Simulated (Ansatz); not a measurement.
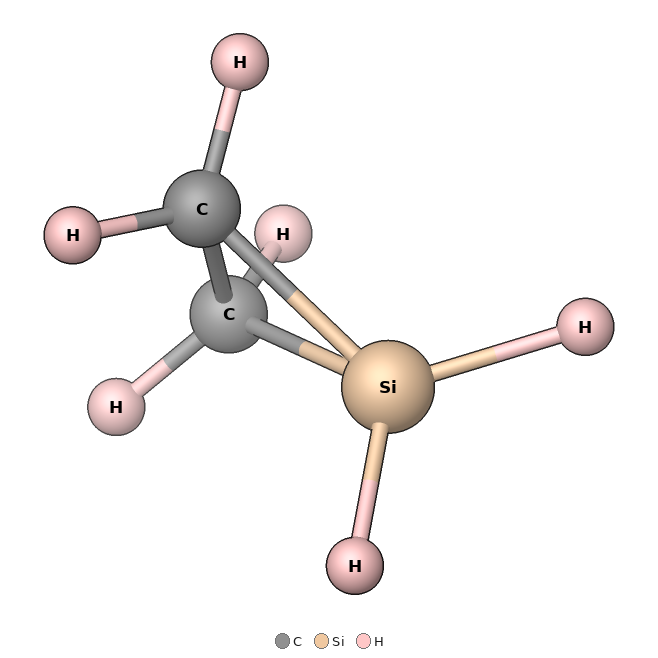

Atoms fade into the background with distance from the viewer. Computed geometry: PBE0-D4/def2-TZVP optimisation.

**List the symmetry elements and name the point group.**

It has 1 C2 axis and 2 mirror planes, so the point group is C2v. The group has 4 operations. The geometry is achiral, and symmetry allows a dipole moment.
